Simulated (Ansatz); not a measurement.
# ZrH₂ (quintet): wB97M-V, B2PLYP over vertical spin and charge gaps, def2-QZVPP

How well do these functionals follow the top wave-function level for ZrH₂ (quintet) over vertical spin and charge gaps?

The runs use Ansatz 0.2.0, Gaussian basis; def2-QZVPP, all electrons in the functionals, frozen cores in the correlation of double hybrids and RPA.

To be run: wB97M-V, B2PLYP, at charge 0, quintet; charge 0, triplet; charge 0, septet; charge 1, quartet; charge 1, sextet.

## (1) The geometry

The geometry is a PBE0/def2-TZVP stationary point (not a proven minimum). No spin-orbit coupling is included. Elements past krypton take def2 core potentials.

3 atoms, charge 0, spin multiplicity 5.

Atoms are counted from 1 here; the program's logs count them from 0.

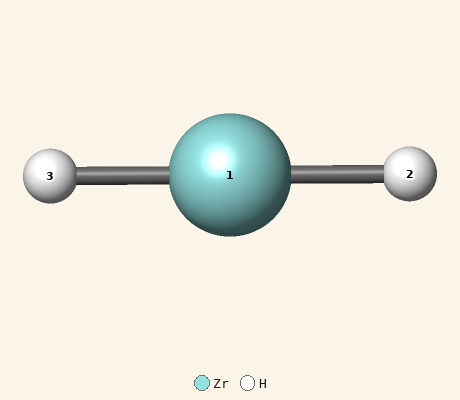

The structure; zirconium light teal, hydrogen white; atoms are numbered from 1 in the order of the file.

No dispersion term is added; wB97M-V holds VV10 nonlocal correlation.

The geometry shown and the zero of energy belong to the point charge 0, quintet. The yardstick, UCCSD(T), and other wave-function levels (R restricted, U unrestricted, valence and pair active spaces) come from earlier runs.

## (2) wB97M-V, charge 0, quintet

in.yaml

```yaml
crystal:
  periodic: [false, false, false]
  atoms:
    - {symbol: Zr, position_ang: [0.000000, 0.000000, 0.000000]}
    - {symbol: H, position_ang: [0.000000, 0.000000, -1.968800]}
    - {symbol: H, position_ang: [0.000000, 0.000000, 1.968800]}
basis:
  gaussian: {orbitals: "def2-QZVPP.json"}
magnetization: {spin_polarized: true, initial_magnetization: 4}
hamiltonian: {xc: {name: wB97M-V}}
output: {orbitals: {seedname: orbitals}}
```

Launch:

```sh
> ansatz run in.yaml --threads 2 --pin off --events-out ev --progress --plain --max-ram 16896MiB --backend cuda --devices 0, --max-vram 18GiB
```

The log of the run (excerpt; [...] marks lines left out):

```text
Functional definition: wB97M-V
  name "wB97M-V"
  cite "Mardirossian & Head-Gordon, J. Chem. Phys. 144, 214110 (2016) doi:10.1063/1.4952647"
  cite "Becke, J. Chem. Phys. 107, 8554 (1997) doi:10.1063/1.475007"
  cite "Vydrov & Van Voorhis, J. Chem. Phys. 133, 244103 (2010) doi:10.1063/1.3521275"
  # Of w^i u^j: cxij and so on, Table III.
[...]
  gx(w, u) = 1 - cx + cx01*u + cx10*w
  gss(w, u) = css00 + css04*u^4 + css10*w + css20*w^2 + css43*w^4*u^3
  gos(w, u) = cos00 + cos10*w + (cos20 + cos21*u)*w^2 + (cos60 + cos61*u)*w^6
[...]
      + integral(e_c_pw_mod_opposite_spin*gos(b97_w_opposite, b97_u_opposite)) + vv10(b, c)
522 factors; their error is unknown
161 factors; integrals over basis functions are off by at most 5.2e-5 eV
[...]
mean field -1303.55095461 eV, -47.9046140035 hartree, gradient 4.4e-6 eV, S^2 6.012700; 11 other end points of the search recorded, 0 dependent functions left out
reference -1303.55100508 eV, -47.9046158579 hartree; 9, 5 occupied and 132, 136 virtual orbitals, 522 factors
Total energy: -1303.55100508 eV, -47.9046158579 hartree
```

Wall time 11 s (1 × H100 (card shared with other runs) with 2 threads of AMD EPYC 7R13, shared host); peak host memory 0.98 GiB.

From the report: ⟨S²⟩ of the determinant 6.013 (pure quintet: 6.00).

## (3) wB97M-V, charge 0, triplet

in.yaml: that of step 2 with these lines changed.

```diff
@@ -8,3 +8,3 @@
   gaussian: {orbitals: "def2-QZVPP.json"}
-magnetization: {spin_polarized: true, initial_magnetization: 4}
+magnetization: {spin_polarized: true, initial_magnetization: 2}
 hamiltonian: {xc: {name: wB97M-V}}
```

The command is unchanged.

The log of the run (excerpt; [...] marks lines left out):

```text
Functional definition: wB97M-V
  name "wB97M-V"
  cite "Mardirossian & Head-Gordon, J. Chem. Phys. 144, 214110 (2016) doi:10.1063/1.4952647"
  cite "Becke, J. Chem. Phys. 107, 8554 (1997) doi:10.1063/1.475007"
  cite "Vydrov & Van Voorhis, J. Chem. Phys. 133, 244103 (2010) doi:10.1063/1.3521275"
  # Of w^i u^j: cxij and so on, Table III.
[...]
  gx(w, u) = 1 - cx + cx01*u + cx10*w
  gss(w, u) = css00 + css04*u^4 + css10*w + css20*w^2 + css43*w^4*u^3
  gos(w, u) = cos00 + cos10*w + (cos20 + cos21*u)*w^2 + (cos60 + cos61*u)*w^6
[...]
      + integral(e_c_pw_mod_opposite_spin*gos(b97_w_opposite, b97_u_opposite)) + vv10(b, c)
522 factors; their error is unknown
161 factors; integrals over basis functions are off by at most 5.2e-5 eV
[...]
mean field -1306.17026867 eV, -48.0008720196 hartree, gradient 2.2e-6 eV, S^2 2.001411; 4 other end points of the search recorded, 0 dependent functions left out
reference -1306.17032233 eV, -48.0008739914 hartree; 8, 6 occupied and 133, 135 virtual orbitals, 522 factors
Total energy: -1306.17032233 eV, -48.0008739914 hartree
```

Wall time 6.5 s (1 × H100 (card shared with other runs) with 2 threads of AMD EPYC 7R13, shared host); peak host memory 0.97 GiB.

From the report: ⟨S²⟩ of the determinant 2.001 (pure triplet: 2.00).

From charge 0, quintet: -252.7 kJ/mol.

## (4) wB97M-V, charge 0, septet

in.yaml: that of step 3 with these lines changed.

```diff
@@ -8,3 +8,3 @@
   gaussian: {orbitals: "def2-QZVPP.json"}
-magnetization: {spin_polarized: true, initial_magnetization: 2}
+magnetization: {spin_polarized: true, initial_magnetization: 6}
 hamiltonian: {xc: {name: wB97M-V}}
```

Launched as before.

The log of the run (excerpt; [...] marks lines left out):

```text
Functional definition: wB97M-V
  name "wB97M-V"
  cite "Mardirossian & Head-Gordon, J. Chem. Phys. 144, 214110 (2016) doi:10.1063/1.4952647"
  cite "Becke, J. Chem. Phys. 107, 8554 (1997) doi:10.1063/1.475007"
  cite "Vydrov & Van Voorhis, J. Chem. Phys. 133, 244103 (2010) doi:10.1063/1.3521275"
  # Of w^i u^j: cxij and so on, Table III.
[...]
  gx(w, u) = 1 - cx + cx01*u + cx10*w
  gss(w, u) = css00 + css04*u^4 + css10*w + css20*w^2 + css43*w^4*u^3
  gos(w, u) = cos00 + cos10*w + (cos20 + cos21*u)*w^2 + (cos60 + cos61*u)*w^6
[...]
      + integral(e_c_pw_mod_opposite_spin*gos(b97_w_opposite, b97_u_opposite)) + vv10(b, c)
522 factors; their error is unknown
161 factors; integrals over basis functions are off by at most 5.2e-5 eV
[...]
mean field -1299.89909980 eV, -47.7704108144 hartree, gradient 1.4e-5 eV, S^2 12.001704; 3 other end points of the search recorded, 0 dependent functions left out
reference -1299.89914829 eV, -47.7704125965 hartree; 10, 4 occupied and 131, 137 virtual orbitals, 522 factors
Total energy: -1299.89914829 eV, -47.7704125965 hartree
```

Run time: 3.4 s. Hardware: 1 × H100 (card shared with other runs) with 2 threads of AMD EPYC 7R13, shared host; peak host memory 0.97 GiB.

From the report: ⟨S²⟩ of the determinant 12.002 (pure septet: 12.00).

From charge 0, quintet: +352.4 kJ/mol.

## (5) wB97M-V, charge 1, quartet

in.yaml: that of step 4 with these lines changed.

```diff
@@ -8,3 +8,4 @@
   gaussian: {orbitals: "def2-QZVPP.json"}
-magnetization: {spin_polarized: true, initial_magnetization: 6}
+total_charge: 1
+magnetization: {spin_polarized: true, initial_magnetization: 3}
 hamiltonian: {xc: {name: wB97M-V}}
```

The command is unchanged.

The log of the run (excerpt; [...] marks lines left out):

```text
Functional definition: wB97M-V
  name "wB97M-V"
  cite "Mardirossian & Head-Gordon, J. Chem. Phys. 144, 214110 (2016) doi:10.1063/1.4952647"
  cite "Becke, J. Chem. Phys. 107, 8554 (1997) doi:10.1063/1.475007"
  cite "Vydrov & Van Voorhis, J. Chem. Phys. 133, 244103 (2010) doi:10.1063/1.3521275"
  # Of w^i u^j: cxij and so on, Table III.
[...]
  gx(w, u) = 1 - cx + cx01*u + cx10*w
  gss(w, u) = css00 + css04*u^4 + css10*w + css20*w^2 + css43*w^4*u^3
  gos(w, u) = cos00 + cos10*w + (cos20 + cos21*u)*w^2 + (cos60 + cos61*u)*w^6
[...]
      + integral(e_c_pw_mod_opposite_spin*gos(b97_w_opposite, b97_u_opposite)) + vv10(b, c)
522 factors; their error is unknown
161 factors; integrals over basis functions are off by at most 5.2e-5 eV
[...]
mean field -1297.28279395 eV, -47.6742633478 hartree, gradient 2.9e-6 eV, S^2 3.767928; 6 other end points of the search recorded, 0 dependent functions left out
reference -1297.28284394 eV, -47.6742651849 hartree; 8, 5 occupied and 133, 136 virtual orbitals, 522 factors
Total energy: -1297.28284394 eV, -47.6742651849 hartree
```

It took 9.5 s on 1 × H100 (card shared with other runs) with 2 threads of AMD EPYC 7R13, shared host; peak host memory 0.97 GiB.

From the report: ⟨S²⟩ of the determinant 3.768 (pure quartet: 3.75).

From charge 0, quintet: +604.8 kJ/mol.

## (6) wB97M-V, charge 1, sextet

in.yaml: that of step 5 with these lines changed.

```diff
@@ -9,3 +9,3 @@
 total_charge: 1
-magnetization: {spin_polarized: true, initial_magnetization: 3}
+magnetization: {spin_polarized: true, initial_magnetization: 5}
 hamiltonian: {xc: {name: wB97M-V}}
```

The command is unchanged.

The log of the run (excerpt; [...] marks lines left out):

```text
Functional definition: wB97M-V
  name "wB97M-V"
  cite "Mardirossian & Head-Gordon, J. Chem. Phys. 144, 214110 (2016) doi:10.1063/1.4952647"
  cite "Becke, J. Chem. Phys. 107, 8554 (1997) doi:10.1063/1.475007"
  cite "Vydrov & Van Voorhis, J. Chem. Phys. 133, 244103 (2010) doi:10.1063/1.3521275"
  # Of w^i u^j: cxij and so on, Table III.
[...]
  gx(w, u) = 1 - cx + cx01*u + cx10*w
  gss(w, u) = css00 + css04*u^4 + css10*w + css20*w^2 + css43*w^4*u^3
  gos(w, u) = cos00 + cos10*w + (cos20 + cos21*u)*w^2 + (cos60 + cos61*u)*w^6
[...]
      + integral(e_c_pw_mod_opposite_spin*gos(b97_w_opposite, b97_u_opposite)) + vv10(b, c)
522 factors; their error is unknown
161 factors; integrals over basis functions are off by at most 5.2e-5 eV
[...]
mean field -1294.37393743 eV, -47.5673648424 hartree, gradient 9.8e-6 eV, S^2 8.751292; 7 other end points of the search recorded, 0 dependent functions left out
reference -1294.37398773 eV, -47.5673666909 hartree; 9, 4 occupied and 132, 137 virtual orbitals, 522 factors
Total energy: -1294.37398773 eV, -47.5673666909 hartree
```

Wall time 10 s (1 × H100 (card shared with other runs) with 2 threads of AMD EPYC 7R13, shared host); peak host memory 0.97 GiB.

From the report: ⟨S²⟩ of the determinant 8.751 (pure sextet: 8.75).

From charge 0, quintet: +885.4 kJ/mol.

## (7) B2PLYP, charge 0, quintet

in.yaml

```yaml
crystal:
  periodic: [false, false, false]
  atoms:
    - {symbol: Zr, position_ang: [0.000000, 0.000000, 0.000000]}
    - {symbol: H, position_ang: [0.000000, 0.000000, -1.968800]}
    - {symbol: H, position_ang: [0.000000, 0.000000, 1.968800]}
basis:
  gaussian: {orbitals: "def2-QZVPP.json"}
magnetization: {spin_polarized: true, initial_magnetization: 4}
hamiltonian: {xc: {name: B2PLYP}}
correlation: {electrons: outside_noble_gas}
```

Same command.

The log of the run (excerpt; [...] marks lines left out):

```text
Functional definition: B2PLYP
  name "B2PLYP"
  cite "Grimme, J. Chem. Phys. 124, 034108 (2006) doi:10.1063/1.2148954"
  cite "Becke, Phys. Rev. A 38, 3098 (1988) doi:10.1103/PhysRevA.38.3098"
  cite "Lee, Yang & Parr, Phys. Rev. B 37, 785 (1988) doi:10.1103/PhysRevB.37.785"
[...]
856 factors; integrals over basis functions are off by at most 5.4e-4 eV
[...]
mean field -1301.26354328 eV, -47.8205531874 hartree, gradient 2.1e-6 eV, S^2 6.021207; 8 other end points of the search recorded, 0 dependent functions left out
4 core orbitals not correlated: weight in the atoms' cores, before any rotation towards them, 0.998 or more for the frozen orbitals, at most 0.001 for the correlated occupied ones
reference -1301.26367785 eV, -47.8205581329 hartree; 5, 1 occupied and 132, 136 virtual orbitals, 856 factors
second order -2.85577606 eV of doubles, -0.00000000 eV of singles
Total energy: -1302.03473739 eV, -47.8488940482 hartree
```

Wall time 6 s (1 × H100 (card shared with other runs) with 2 threads of AMD EPYC 7R13, shared host); peak host memory 0.86 GiB.

From the report: ⟨S²⟩ of the determinant 6.021 (pure quintet: 6.00).

## (8) B2PLYP, charge 0, triplet

in.yaml: that of step 7 with these lines changed.

```diff
@@ -8,3 +8,3 @@
   gaussian: {orbitals: "def2-QZVPP.json"}
-magnetization: {spin_polarized: true, initial_magnetization: 4}
+magnetization: {spin_polarized: true, initial_magnetization: 2}
 hamiltonian: {xc: {name: B2PLYP}}
```

The command is unchanged.

The log of the run (excerpt; [...] marks lines left out):

```text
Functional definition: B2PLYP
  name "B2PLYP"
  cite "Grimme, J. Chem. Phys. 124, 034108 (2006) doi:10.1063/1.2148954"
  cite "Becke, Phys. Rev. A 38, 3098 (1988) doi:10.1103/PhysRevA.38.3098"
  cite "Lee, Yang & Parr, Phys. Rev. B 37, 785 (1988) doi:10.1103/PhysRevB.37.785"
[...]
856 factors; integrals over basis functions are off by at most 5.4e-4 eV
[...]
mean field -1303.75318893 eV, -47.9120459777 hartree, gradient 7.5e-7 eV, S^2 2.004059; 9 other end points of the search recorded, 0 dependent functions left out
4 core orbitals not correlated: weight in the atoms' cores, before any rotation towards them, 0.999 or more for the frozen orbitals, at most 0.000 for the correlated occupied ones
reference -1303.75332582 eV, -47.9120510081 hartree; 4, 2 occupied and 133, 135 virtual orbitals, 856 factors
second order -2.67561119 eV of doubles, -0.00000000 eV of singles
Total energy: -1304.47574084 eV, -47.9385992705 hartree
```

Wall time 4.4 s (1 × H100 (card shared with other runs) with 2 threads of AMD EPYC 7R13, shared host); peak host memory 0.86 GiB.

From the report: ⟨S²⟩ of the determinant 2.004 (pure triplet: 2.00).

From charge 0, quintet: -235.5 kJ/mol.

## (9) B2PLYP, charge 0, septet

in.yaml: that of step 8 with these lines changed.

```diff
@@ -8,3 +8,3 @@
   gaussian: {orbitals: "def2-QZVPP.json"}
-magnetization: {spin_polarized: true, initial_magnetization: 2}
+magnetization: {spin_polarized: true, initial_magnetization: 6}
 hamiltonian: {xc: {name: B2PLYP}}
```

Launched as before.

The log of the run (excerpt; [...] marks lines left out):

```text
Functional definition: B2PLYP
  name "B2PLYP"
  cite "Grimme, J. Chem. Phys. 124, 034108 (2006) doi:10.1063/1.2148954"
  cite "Becke, Phys. Rev. A 38, 3098 (1988) doi:10.1103/PhysRevA.38.3098"
  cite "Lee, Yang & Parr, Phys. Rev. B 37, 785 (1988) doi:10.1103/PhysRevB.37.785"
[...]
856 factors; integrals over basis functions are off by at most 5.4e-4 eV
[...]
mean field -1297.69687597 eV, -47.6894805813 hartree, gradient 9.3e-6 eV, S^2 12.001906; 6 other end points of the search recorded, 0 dependent functions left out
4 core orbitals not correlated: weight in the atoms' cores, before any rotation towards them, 0.996 or more for the frozen orbitals, at most 0.003 for the correlated occupied ones
reference -1297.69702970 eV, -47.6894862310 hartree; 6, 0 occupied and 131, 137 virtual orbitals, 856 factors
second order -1.59112365 eV of doubles, -0.00000000 eV of singles
Total energy: -1298.12663309 eV, -47.7052738642 hartree
```

It took 1.8 s on 1 × H100 (card shared with other runs) with 2 threads of AMD EPYC 7R13, shared host; peak host memory 0.86 GiB.

From the report: ⟨S²⟩ of the determinant 12.002 (pure septet: 12.00).

From charge 0, quintet: +377.1 kJ/mol.

## (10) B2PLYP, charge 1, quartet

in.yaml: that of step 9 with these lines changed.

```diff
@@ -8,3 +8,4 @@
   gaussian: {orbitals: "def2-QZVPP.json"}
-magnetization: {spin_polarized: true, initial_magnetization: 6}
+total_charge: 1
+magnetization: {spin_polarized: true, initial_magnetization: 3}
 hamiltonian: {xc: {name: B2PLYP}}
```

The command is unchanged.

The log of the run (excerpt; [...] marks lines left out):

```text
Functional definition: B2PLYP
  name "B2PLYP"
  cite "Grimme, J. Chem. Phys. 124, 034108 (2006) doi:10.1063/1.2148954"
  cite "Becke, Phys. Rev. A 38, 3098 (1988) doi:10.1103/PhysRevA.38.3098"
  cite "Lee, Yang & Parr, Phys. Rev. B 37, 785 (1988) doi:10.1103/PhysRevB.37.785"
[...]
856 factors; integrals over basis functions are off by at most 5.4e-4 eV
[...]
mean field -1295.13677623 eV, -47.5953986512 hartree, gradient 1.8e-7 eV, S^2 3.779188; 9 other end points of the search recorded, 0 dependent functions left out
4 core orbitals not correlated: weight in the atoms' cores, before any rotation towards them, 0.999 or more for the frozen orbitals, at most 0.001 for the correlated occupied ones
reference -1295.13691140 eV, -47.5954036185 hartree; 4, 1 occupied and 133, 136 virtual orbitals, 856 factors
second order -2.15385103 eV of doubles, -0.00000000 eV of singles
Total energy: -1295.71845118 eV, -47.6167748112 hartree
```

It took 9.5 s on 1 × H100 (card shared with other runs) with 2 threads of AMD EPYC 7R13, shared host; peak host memory 0.86 GiB.

From the report: ⟨S²⟩ of the determinant 3.779 (pure quartet: 3.75).

From charge 0, quintet: +609.4 kJ/mol.

## (11) B2PLYP, charge 1, sextet

in.yaml: that of step 10 with these lines changed.

```diff
@@ -9,3 +9,3 @@
 total_charge: 1
-magnetization: {spin_polarized: true, initial_magnetization: 3}
+magnetization: {spin_polarized: true, initial_magnetization: 5}
 hamiltonian: {xc: {name: B2PLYP}}
```

Launched as before.

The log of the run (excerpt; [...] marks lines left out):

```text
Functional definition: B2PLYP
  name "B2PLYP"
  cite "Grimme, J. Chem. Phys. 124, 034108 (2006) doi:10.1063/1.2148954"
  cite "Becke, Phys. Rev. A 38, 3098 (1988) doi:10.1103/PhysRevA.38.3098"
  cite "Lee, Yang & Parr, Phys. Rev. B 37, 785 (1988) doi:10.1103/PhysRevB.37.785"
[...]
856 factors; integrals over basis functions are off by at most 5.4e-4 eV
[...]
mean field -1292.42115144 eV, -47.4956012808 hartree, gradient 5.6e-6 eV, S^2 8.752023; 12 other end points of the search recorded, 0 dependent functions left out
4 core orbitals not correlated: weight in the atoms' cores, before any rotation towards them, 0.998 or more for the frozen orbitals, at most 0.002 for the correlated occupied ones
reference -1292.42130190 eV, -47.4956068101 hartree; 5, 0 occupied and 132, 137 virtual orbitals, 856 factors
second order -0.87850884 eV of doubles, -0.00000000 eV of singles
Total energy: -1292.65849928 eV, -47.5043236533 hartree
```

It took 8 s on 1 × H100 (card shared with other runs) with 2 threads of AMD EPYC 7R13, shared host; peak host memory 0.86 GiB.

From the report: ⟨S²⟩ of the determinant 8.752 (pure sextet: 8.75).

From charge 0, quintet: +904.7 kJ/mol.

## (12) The comparison

No level is safe as a reference over these points; UCCSD(T) serves as a yardstick only. It comes from earlier runs at the same points. Energies in kJ/mol, counted from charge 0, quintet; blanks weren't run or aren't comparable.

| level | quintet to triplet | quintet to septet | ionisation to the quartet cation | ionisation to the sextet cation |
| --- | --- | --- | --- | --- |
| UCCSD(T) | -265.6 | 346.2 | 595.1 | 874.3 |
| wB97M-V | -252.7 | 352.4 | 604.8 | 885.4 |
| B2PLYP | -235.5 | 377.1 | 609.4 | 904.7 |

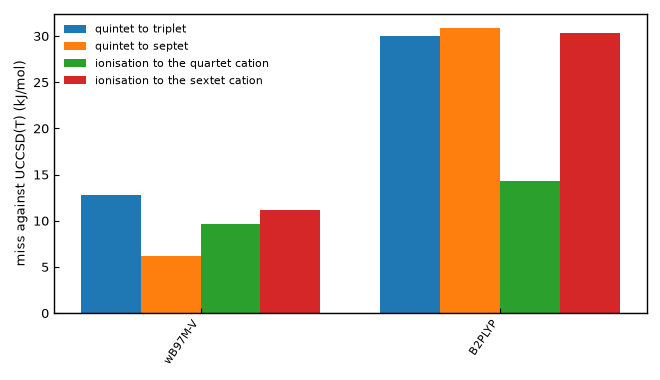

Misses of the gaps against UCCSD(T).

Largest miss and mean time a point (UCCSD(T) took 22 s a point; shared hosts):

| level | largest miss (kJ/mol) | where | time a point |
| --- | --- | --- | --- |
| wB97M-V | +12.8 | quintet to triplet | 8.1 s |
| B2PLYP | +30.9 | quintet to septet | 5.9 s |

## (13) Summary of results

| quantity | value |
| --- | --- |
| quintet to triplet, UCCSD(T) | -265.6 kJ/mol |
| quintet to septet, UCCSD(T) | 346.2 kJ/mol |
| ionisation to the quartet cation, UCCSD(T) | 595.1 kJ/mol |
| ionisation to the sextet cation, UCCSD(T) | 874.3 kJ/mol |
| largest miss, wB97M-V | +12.8 kJ/mol (quintet to triplet) |
| largest miss, B2PLYP | +30.9 kJ/mol (quintet to septet) |

What this shows: Of the functionals, wB97M-V keep the smallest largest miss at the points compared (at most 12.8 kJ/mol) and B2PLYP strays most (30.9 kJ/mol, at quintet to septet). Functionals and the yardstick converge differently with the basis, so part of each miss in def2-QZVPP is the basis. The yardstick itself may be off where one determinant is a poor start. The program flags that the yardstick's amplitudes may have other solutions at some points.
